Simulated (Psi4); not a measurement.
# C2HF (SMILES C#CF): TPSS/aug-cc-pVTZ (density fitting, sweep point 2)

Aim: the vertical electron affinity of C2HF at TPSS/aug-cc-pVTZ (density fitting, sweep point 2), from 2 runs. The job is set up through a Python script.

The calculation is run with Psi4 1.11.

2 further runs of the same task are left out: 1 that didn't finish, 1 set aside as unsound or not needed.

### 1 Starting point

C2HF has 4 atoms, charge 0, and is taken as a singlet. As SMILES, `C#CF`. Geometry: relaxed at PBE0-D4/def2-TZVP.

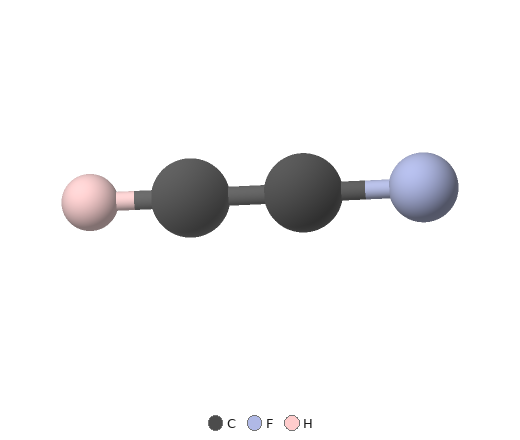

Viewed from a chosen angle; carbon dark grey, fluorine light blue, hydrogen pink.

### 2 A single-point energy at TPSS/aug-cc-pVTZ (density fitting, sweep point 2)

Input file run.py:

```python
import psi4

psi4.set_memory(1600000000)
psi4.set_num_threads(1)
psi4.set_output_file('output.dat', False)

molecule = psi4.geometry("""
0 1
C     -0.361030     0.453110    -0.290220
C      0.303270    -0.380840     0.243810
F      1.010600    -1.269010     0.812300
H     -0.952830     1.196740    -0.765890
symmetry c1
""")

options = {'puream': True, 'scf_type': 'df', 'dft_radial_points': 99, 'dft_spherical_points': 590}
psi4.set_options(options)

E = psi4.energy("tpss/aug-cc-pVTZ")
print('E =', round(E, 9))
```

On the command line:

```
$ python run.py
```

output.dat:

```text
[...]
  Running in c1 symmetry.
[...]
  Nuclear repulsion =   55.832094169203366
[...]
  Multiplicity = 1
[...]
  Nalpha       = 11
  Nbeta        = 11
[...]
    Number of basis functions: 161
[...]
   @DF-RKS iter   1:  -176.30007422652000   -9.44474e-02   5.23254e-03 ADIIS/DIIS
[...]
   @DF-RKS iter   9:  -176.63372906732829   -3.03862e-08   9.77909e-08 DIIS
[...]
    Orbital Energies [Eh]
    ---------------------
    Doubly Occupied:
       1A    -24.497917     2A    -10.077932     3A     -9.997859
       4A     -1.233261     5A     -0.715236     6A     -0.588052
       7A     -0.489719     8A     -0.471708     9A     -0.471708
      10A     -0.258224    11A     -0.258224
[...]
  @DF-RKS Final Energy:  -176.63372906732829
   => Energetics <=
    Nuclear Repulsion Energy =             55.8320941692033657
    One-Electron Energy =                -351.9975616150495625
    Two-Electron Energy =                 141.1674157333229118
    DFT Exchange-Correlation Energy =     -21.6356773548049794
    Empirical Dispersion Energy =           0.0000000000000000
    VV10 Nonlocal Energy =                  0.0000000000000000
    Total Energy =                       -176.6337290673282894
[...]
 Multipole Moments:
 ------------------------------------------------------------------------------------
     Multipole            Electronic (a.u.)      Nuclear  (a.u.)        Total (a.u.)
 ------------------------------------------------------------------------------------
 L = 1.  Multiply by 2.5417464519 to convert [e a0] to [Debye]
 Dipole X            :          1.7376558           -1.8442565           -0.1066007
 Dipole Y            :         -2.1820008            2.3160865            0.1340856
 Dipole Z            :          1.3967222           -1.4823992           -0.0856769
 Magnitude           :                                                    0.1915286
[...]
```

On the terminal:

```text
E = -176.633729067
```

Run time: 46 s. Hardware: 1 thread of Intel Xeon at 2.70GHz, shared host; peak memory 1.1 GiB.

### 3 The doublet anion at the same level

Input file calc.py:

```python
import psi4

psi4.set_memory('1600 MB')
psi4.set_num_threads(1)
psi4.core.set_output_file('output.dat', False)

geom = psi4.geometry("""
-1 2
C     -0.361030     0.453110    -0.290220
C      0.303270    -0.380840     0.243810
F      1.010600    -1.269010     0.812300
H     -0.952830     1.196740    -0.765890
symmetry c1
""")

psi4.set_options({
    'reference': 'uks',
    'puream': True,
    'scf_type': 'df',
    'dft_radial_points': 99,
    'dft_spherical_points': 590,
    'maxiter': 100,
})

e_tot = psi4.energy('tpss/aug-cc-pVTZ')
print(f'tpss/aug-cc-pVTZ energy: {e_tot:.10f} Eh')
for k, v in sorted(psi4.core.scalar_variables().items()):
    print(f'{k:45s} {v:18.10f}')
```

On the command line:

```
$ python calc.py
```

output.dat:

```text
[...]
  Running in c1 symmetry.
[...]
  Nuclear repulsion =   55.832094169203366
[...]
  Multiplicity = 2
[...]
  Nalpha       = 12
  Nbeta        = 11
[...]
    Number of basis functions: 161
[...]
   @DF-UKS iter   1:  -175.87316604722201    3.32461e-01   6.76235e-03 DIIS/ADIIS
[...]
   @DF-UKS iter  17:  -176.61671316860011   -2.14977e-07   9.45067e-07 DIIS
[...]
   @S^2 Observed:                7.507568279E-01
[...]
    Orbital Energies [Eh]
    ---------------------
    Alpha Occupied:
       1A    -24.373886     2A     -9.951122     3A     -9.870245
       4A     -1.109902     5A     -0.589131     6A     -0.465144
       7A     -0.361579     8A     -0.349058     9A     -0.349058
      10A     -0.132660    11A     -0.132660    12A      0.054634
    Alpha Virtual:
      13A      0.076947    14A      0.134169    15A      0.134169
      16A      0.139965    17A      0.139966    18A      0.144577
      19A      0.157847    20A      0.179317    21A      0.179317
      22A      0.240599    23A      0.264842    24A      0.276579
      25A      0.297002    26A      0.297002    27A      0.303301
[...]
  @DF-UKS Final Energy:  -176.61671316860011
   => Energetics <=
    Nuclear Repulsion Energy =             55.8320941692033657
    One-Electron Energy =                -354.7265292569353505
    Two-Electron Energy =                 143.9840972443818146
    DFT Exchange-Correlation Energy =     -21.7063753252499296
    Empirical Dispersion Energy =           0.0000000000000000
    VV10 Nonlocal Energy =                  0.0000000000000000
    Total Energy =                       -176.6167131686001142
[...]
 Multipole Moments:
 ------------------------------------------------------------------------------------
     Multipole            Electronic (a.u.)      Nuclear  (a.u.)        Total (a.u.)
 ------------------------------------------------------------------------------------
 L = 1.  Multiply by 2.5417464519 to convert [e a0] to [Debye]
 Dipole X            :          3.8189392           -1.8442565            1.9746827
 Dipole Y            :         -4.7980294            2.3160865           -2.4819430
 Dipole Z            :          3.0693673           -1.4823992            1.5869681
 Magnitude           :                                                    3.5465308
[...]
```

The script printed:

```text
tpss/aug-cc-pVTZ energy: -176.6167131686 Eh
CURRENT ENERGY                                   -176.6167131686
CURRENT REFERENCE ENERGY                         -176.6167131686
DD SOLVATION ENERGY                                 0.0000000000
DFT FUNCTIONAL TOTAL ENERGY                      -176.6167131686
DFT TOTAL ENERGY                                 -176.6167131686
DFT VV10 ENERGY                                     0.0000000000
DFT XC ENERGY                                     -21.7063753252
GRID ELECTRONS ALPHA                               12.0008190496
GRID ELECTRONS BETA                                11.0000000992
GRID ELECTRONS TOTAL                               23.0008191488
NUCLEAR REPULSION ENERGY                           55.8320941692
ONE-ELECTRON ENERGY                              -354.7265292569
PCM POLARIZATION ENERGY                             0.0000000000
PE ENERGY                                           0.0000000000
SCF ITERATION ENERGY                             -176.6167131686
SCF ITERATIONS                                     17.0000000000
SCF TOTAL ENERGY                                 -176.6167131686
TWO-ELECTRON ENERGY                               143.9840972444
XC GRID RADIAL POINTS                              99.0000000000
XC GRID SPHERICAL POINTS                          590.0000000000
XC GRID TOTAL POINTS                           227806.0000000000
```

Run time: 2.2 min. Hardware: 1 thread of Intel Xeon at 2.70GHz, shared host; peak memory 1.1 GiB.

### 4 Results

Level: TPSS/aug-cc-pVTZ (density fitting, sweep point 2).

```
                                         quantity          value
                       singlet C2HF: total energy  -176.63373 Eh
                      singlet C2HF: dipole moment         0.49 D
                        singlet C2HF: HOMO energy       -7.03 eV
                        singlet C2HF: LUMO energy       -0.53 eV
                      singlet C2HF: HOMO–LUMO gap        6.49 eV
                      doublet anion: total energy  -176.61671 Eh
doublet anion: HOMO energy (highest over α and β)        1.49 eV
                              doublet anion: ⟨S²⟩          0.751
vertical electron affinity (to the doublet anion)      -0.463 eV
```

What this shows: The anion lies 0.46 eV (10.7 kcal/mol) above the neutral: the electron isn't bound at this level, and such a value depends on the basis. The HOMO (doublet anion) lies at positive energy, 1.49 eV, as semi-local functionals often give for anions; only total energies tell whether the electron is bound.
